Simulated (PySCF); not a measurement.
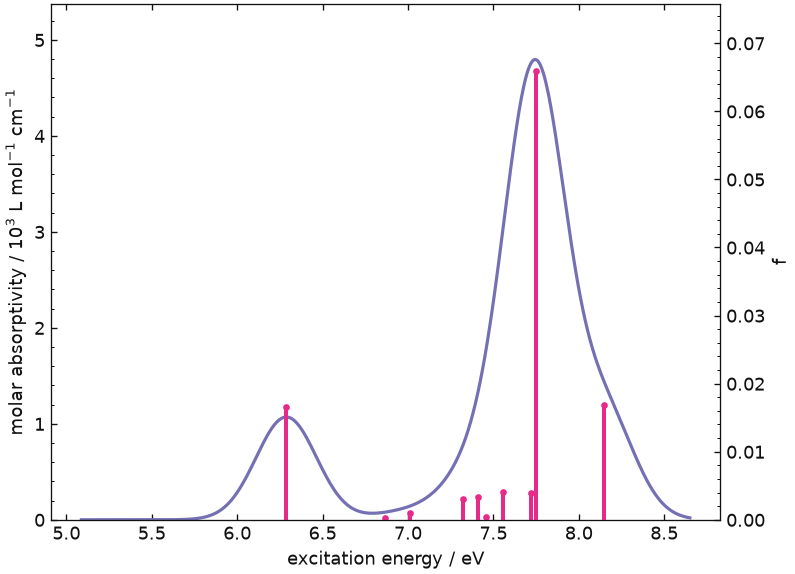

Vertical TDDFT excitations, ωB97X-D/def2-SVPD with PySCF 2.14.0, at a PBE0-D3(BJ)/def2-SVP geometry (no frequency check), gas phase. The lowest 10 singlet states are shown; each is broadened by a Gaussian of 1/e half-width 0.25 eV. Sticks give oscillator strengths (right axis).

Whose absorption spectrum is this?
A. C₆H₁₄N₂Si₂, SMILES N#C[SiH2]N[SiH2]C1CCCC1
B. CH₇PSSi, SMILES CS[SiH2]P
C. C₆H₁₁B, SMILES C=C/C=C/B(C)C

Option A. Its lowest singlet lies at 6.29 eV (f = 0.017) and the brightest of those computed is S9 at 7.75 eV (160 nm), f = 0.066, mixed, the largest part being HOMO → LUMO+4 (50 %) (S8 lies within 0.06 eV, too close to order).

Known limits of this run: one conformer of a flexible molecule; core orbitals are frozen in the response.
